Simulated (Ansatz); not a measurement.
We consider fluorite CeO2, described by PBE-D4 in Ansatz (PAW).

Numerical settings: plane-wave cutoff 520 eV, 12×12×12 k mesh, Fermi–Dirac smearing 0.01 eV, no spin polarisation, scalar-relativistic PAW data made under PBE.

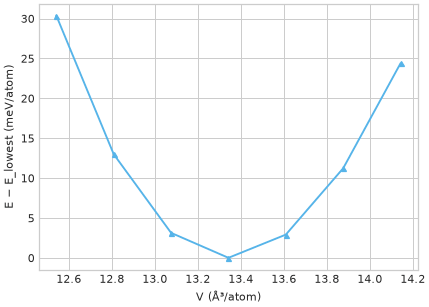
Total energy against volume

From the curve, estimate the equilibrium volume and the bulk modulus.

V0 ≈ 13.3 Å³/atom and B0 ≈ 180 GPa; the fit gives V0 = 13.342 Å³/atom, B0 = 181 GPa, B′ = 4.5.

Measured, for comparison: bulk modulus 220 ± 9 GPa (room temperature, not corrected to a static lattice, our sources range from 220 to 230; as tabulated in High Pressure Brillouin Spectroscopy and X-ray Diffraction of Cerium Dioxide …); equilibrium volume per atom 13.06 Å³/atom (0 K, extrapolated to 0 K; as tabulated in Stimac et al. (2024), arXiv:2411.06536). Computed (rounded) less measured: bulk modulus -18 % (-18 % to -21 % over the range), equilibrium volume per atom +2.1 %.

Spin–orbit coupling is not included.

Static lattice: no zero-point or thermal effects.

Computing time: roughly 60 core-seconds.

Ansatz is a program for electronic structure.
